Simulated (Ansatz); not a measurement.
# Ga12Sb12 zinc blende off sphere (Ga₁₂Sb₁₂H₃₂): reading failed and doubtful runs

Aim: try 1 input for Ga12Sb12 zinc blende off sphere (Ga₁₂Sb₁₂H₃₂) as typed, read how each ends, and find what has to change.

Method: the settings change from run to run; program: Ansatz 0.2.0, Gaussian basis.

2 further runs of the same task are left out: 1 for a known fault of the program, 1 set aside as unsound or not needed. Runs told in other sessions of the task aren't counted.

### Step 1. The relaxed structure

An earlier PBE-D4/def2-SVP relaxation fixed the geometry. Sb takes a core potential in def2 sets; no spin-orbit term is included.

56 atoms, charge 0, spin multiplicity 1.

Atoms are counted from 1 here; the program's logs count them from 0.

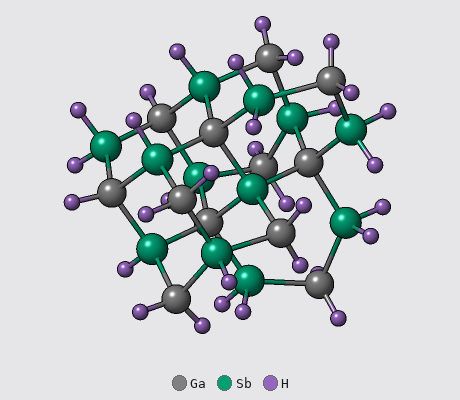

The geometry (gallium grey, antimony teal, hydrogen purple).

### Step 2. Try 1

Input file in.yaml:

```yaml
crystal:
  periodic: [false, false, false]
  atoms:
    - {symbol: Ga, position_ang: [-4.995168, 1.615068, -0.436711]}
    - {symbol: Ga, position_ang: [-2.454766, -4.138100, 2.961435]}
    - {symbol: Ga, position_ang: [0.969156, -4.724523, -0.493286]}
    - {symbol: Ga, position_ang: [-1.925576, 1.979235, -3.940855]}
    - {symbol: Ga, position_ang: [1.625301, -1.488970, -3.964358]}
    - {symbol: Ga, position_ang: [-1.746347, -1.149301, -0.952351]}
    - {symbol: Ga, position_ang: [-1.655128, 1.516405, 2.539791]}
    - {symbol: Ga, position_ang: [1.337871, -1.392546, 1.896813]}
    - {symbol: Ga, position_ang: [1.163499, 1.649391, -0.996728]}
    - {symbol: Ga, position_ang: [-1.690881, 4.898244, -0.433018]}
    - {symbol: Ga, position_ang: [4.640698, -1.085044, -0.483373]}
    - {symbol: Ga, position_ang: [4.237850, 2.460879, 2.732044]}
    - {symbol: Sb, position_ang: [-3.139945, -2.609929, 0.690057]}
    - {symbol: Sb, position_ang: [-3.427880, 0.464994, -2.128364]}
    - {symbol: Sb, position_ang: [-3.007765, 3.136689, 0.951946]}
    - {symbol: Sb, position_ang: [-0.057920, -2.941583, -2.282923]}
    - {symbol: Sb, position_ang: [-0.090492, -2.889037, 3.513925]}
    - {symbol: Sb, position_ang: [2.945263, -2.938164, 0.405935]}
    - {symbol: Sb, position_ang: [-0.223084, 0.159143, -5.187684]}
    - {symbol: Sb, position_ang: [-0.540627, 3.359306, -2.236581]}
    - {symbol: Sb, position_ang: [2.982034, 0.085762, -2.221397]}
    - {symbol: Sb, position_ang: [-0.230394, 0.230750, 0.618565]}
    - {symbol: Sb, position_ang: [2.706290, 0.169591, 3.506260]}
    - {symbol: Sb, position_ang: [2.733550, 3.049869, 0.731501]}
    - {symbol: H, position_ang: [-5.848924, 2.608233, -1.316861]}
    - {symbol: H, position_ang: [-5.545805, 0.436723, 0.548622]}
    - {symbol: H, position_ang: [-3.657719, -3.878686, 4.042336]}
    - {symbol: H, position_ang: [-2.002826, -5.594836, 2.180752]}
    - {symbol: H, position_ang: [1.830323, -5.713152, -1.456755]}
    - {symbol: H, position_ang: [0.107361, -4.878234, 0.526889]}
    - {symbol: H, position_ang: [-2.733664, 2.736591, -4.949107]}
    - {symbol: H, position_ang: [2.479826, -2.308016, -4.986511]}
    - {symbol: H, position_ang: [-2.544055, 0.491932, 3.302008]}
    - {symbol: H, position_ang: [-0.382351, 2.356757, 3.374983]}
    - {symbol: H, position_ang: [-2.744999, 5.743675, -1.148355]}
    - {symbol: H, position_ang: [-0.621134, 5.452383, 0.595437]}
    - {symbol: H, position_ang: [5.935369, -1.867102, -1.341911]}
    - {symbol: H, position_ang: [4.762732, -0.077286, 0.716517]}
    - {symbol: H, position_ang: [5.631558, 2.074063, 2.230965]}
    - {symbol: H, position_ang: [3.844491, 3.416880, 3.940429]}
    - {symbol: H, position_ang: [-4.147271, -3.610770, -0.131197]}
    - {symbol: H, position_ang: [-4.349917, -1.685471, 1.118914]}
    - {symbol: H, position_ang: [-4.507955, -0.500516, -3.426527]}
    - {symbol: H, position_ang: [-4.063899, 3.967094, 1.996042]}
    - {symbol: H, position_ang: [-1.148263, -3.645267, -3.401139]}
    - {symbol: H, position_ang: [0.799540, -3.945855, 4.322098]}
    - {symbol: H, position_ang: [-0.434431, -1.919051, 4.722174]}
    - {symbol: H, position_ang: [3.808533, -3.794813, 1.561727]}
    - {symbol: H, position_ang: [-1.138227, -0.582762, -6.362629]}
    - {symbol: H, position_ang: [0.502384, 1.001352, -6.240543]}
    - {symbol: H, position_ang: [0.540297, 4.156567, -3.323527]}
    - {symbol: H, position_ang: [3.601044, 1.041461, -3.357935]}
    - {symbol: H, position_ang: [1.837705, 0.378182, 4.867490]}
    - {symbol: H, position_ang: [4.099978, -0.771701, 4.454346]}
    - {symbol: H, position_ang: [1.617453, 4.406183, 1.117364]}
    - {symbol: H, position_ang: [3.665701, 4.218362, -0.161257]}
basis:
  gaussian: {orbitals: def2-mTZVP, fitting: {mean_field: def2-universal-jkfit}}
magnetization: {spin_polarized: true, initial_magnetization: 2}
hamiltonian: {xc: {name: rPW86-PBE}, dispersion: rvv10}
smearing: {width: 0.1}
output: {forces: true}
```

Run with:

```sh
$ ansatz run in.yaml --threads 11 --pin off --events-out ev --progress --plain --max-ram 174080MiB --backend cuda --devices 0, --max-vram 75GiB
```

What it wrote:

```text
Error: YAML parse error: error: line 64 column 1: unknown field `smearing`, expected one of crystal, accuracy, basis, kpoints, hamiltonian, magnetization, projection, total_charge, correlation, batch, efield, external_charges, scf, relax, neb, saddle, md, ramp, phonons, dielectric, real_time, elastic, magnetic_configurations, gw, evaluate, workflow, output, checkpoint, execution
  --> <input>:64:1
   |
62 | magnetization: {spin_polarized: true, initial_magnetization: 2}
63 | hamiltonian: {xc: {name: rPW86-PBE}, dispersion: rvv10}
64 | smearing: {width: 0.1}
   | ^ unknown field `smearing`, expected one of crystal, accuracy, basis, kpoints, hamiltonian, magnetization, projection, total_charge, correlation, batch, efield, external_charges, scf, relax, neb, saddle, md, ramp, phonons, dielectric, real_time, elastic, magnetic_configurations, gw, evaluate, workflow, output, checkpoint, execution
65 | output: {forces: true}
   |
```

It took 0.05 s on 1 × H100 with 11 threads of AMD EPYC 7R13, shared host.

**Diagnosis.** Refused before any calculation. The input holds a key that doesn't belong there. It also asks for charge 0 and multiplicity 3, another species or state than the molecule above. Its coordinates are also moved off the relaxed structure (shortest distance 1.34 Å, against 1.57 Å), and have to be restored too. To mend it, remove the key, or spell it as the input reference has it, and set charge and spin to those of the species named.

### Step 3. Summary

| try | level | ended | cause | time |
| --- | --- | --- | --- | --- |
| 1 | rPW86-PBE/def2-mTZVP | refused | the input holds a key that doesn't belong there | 0.05 s |

In words: 1 refused. A refusal costs next to no computing time.
